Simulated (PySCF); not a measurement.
Molecule: Sn(Me)(Cl)3, CH₃Cl₃Sn, SMILES [CH3][Sn]([Cl])([Cl])[Cl]. Atoms near the plane z = 0.0 Å, at the B3LYP/def2-SVP optimised geometry (x, y, z in Å): Sn2 (-0.8, -1.1, 0.0), Cl3 (-1.5, 1.1, 0.0), Cl5 (1.5, -1.1, 0.0).

Level of theory: B3LYP/def2-TZVP, def2 effective core potentials past Kr (PySCF 2.14.0). The core electrons that the potentials of Sn replace are not part of the density. Cells within 0.4 Å of a nucleus heavier than hydrogen are left out (blank, or x). The values are rescaled to run from 0 to 1.

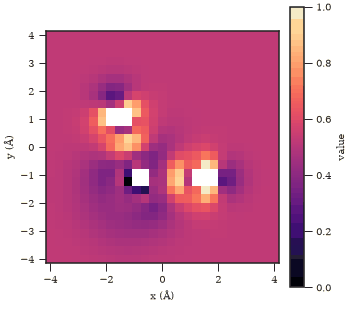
Figure: a field on the plane z = 0.0 Å.

**Question.** Which quantity is mapped?
A. deformation density (molecule minus spherical neutral atoms)
B. electron localisation function
C. log10 of the electron density
D. an orbital amplitude

**Answer.** A, deformation density (molecule minus spherical neutral atoms). In full: deformation density (molecule minus spherical neutral atoms) (e/bohr³).
